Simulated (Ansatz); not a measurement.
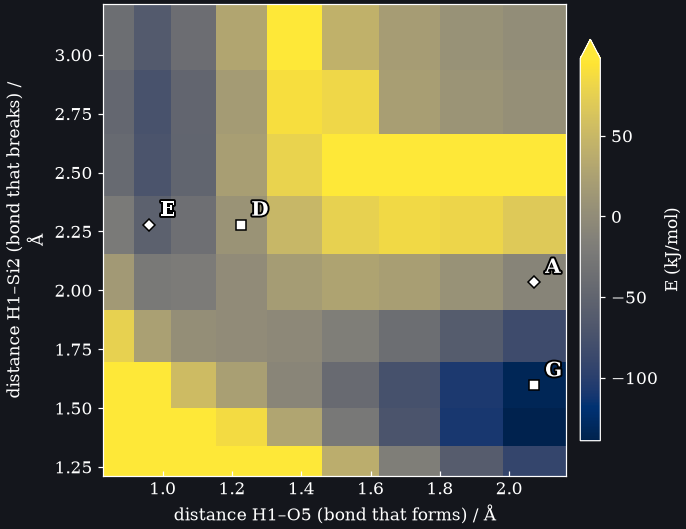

The reacting system CH5NOSi (one molecule; an intramolecular 1,3-shift). 
- The first coordinate is: distance H1–O5 (bond that forms); the second: distance H1–Si2 (bond that breaks).
- Relaxed at each point: all other coordinates.
- Grid: 9 × 9 points.
- Points are written as (first, second).
- Energies are in kJ/mol, from a guessed transition structure relaxed with its forming and breaking bonds held.
- Energies and slopes of some neighbouring points disagree (a jump in structure or state, or too coarse a mesh). The reference is spin-restricted, so regions where a bond is pulled apart into radicals lie too high.
- Theory: RKS PBE0-D4/def2-SVP (Ansatz).

The picture shows one coloured cell a grid point, one colour for all values above the top of the scale, lettered points.

### Rank the lettered points by energy, lowest first.

G (−134 kJ/mol), E (−56 kJ/mol), A (−10 kJ/mol), D (9 kJ/mol).
